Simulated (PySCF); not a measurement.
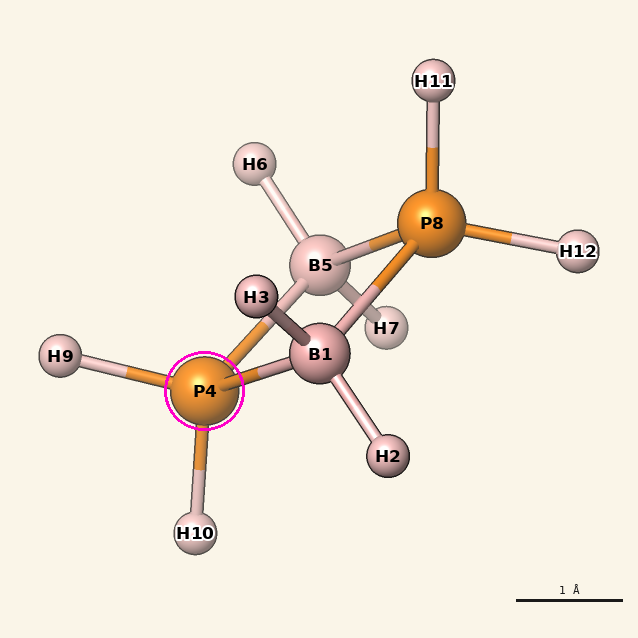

Orthographic view. Depth is shown by fading: the farther an atom, the more it takes the colour of the background. The computed structure is the end point of a PBE0-D3(BJ)/def2-SVP optimisation. No frequency run is at hand to confirm it as a minimum.

**Which atoms are bonded to the circled atom?**

The circled atom is P4; it is bonded to B1, B5, H9, H10.

**Of B5 and P8, which is nearer the viewer?**

P8; the bond to B5 points away from the viewer, so it looks shorter than its 1.98 Å.

**Which atom is nearest the viewer?**

H3, 2.3 Å in front of the mean position.

**Which atom is farthest from the viewer?**

H7, 2.2 Å behind the mean position.
